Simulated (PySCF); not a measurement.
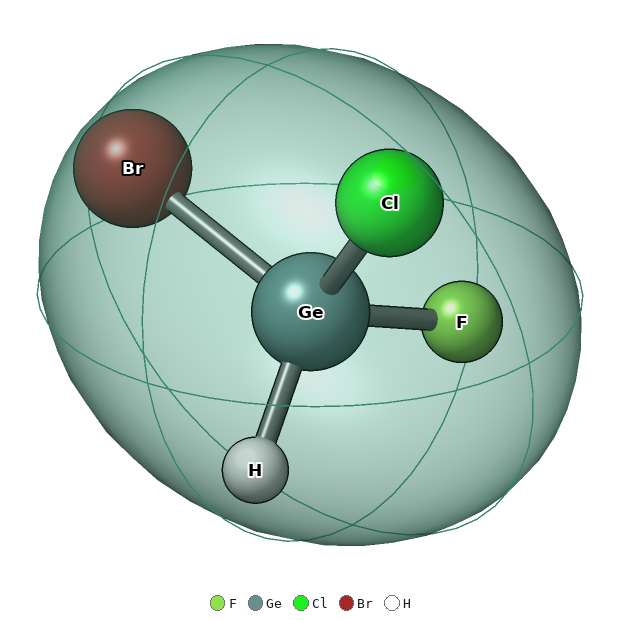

The ellipsoid shows the static dipole polarisability: its half-axes are proportional to the principal values. The geometry was computed by an optimisation with PBE0-D3(BJ)/def2-SVP. No frequency run is at hand to confirm it as a minimum. Method: B3LYP/def2-SVPD (PySCF 2.14.0).

> Give the principal values, the mean and the anisotropy.

Principal values 53.9, 62.0, 79.2 bohr³; mean 65.0 bohr³ (9.64 Å³); anisotropy 22.4 bohr³, so the longest axis is 1.47 times the shortest.
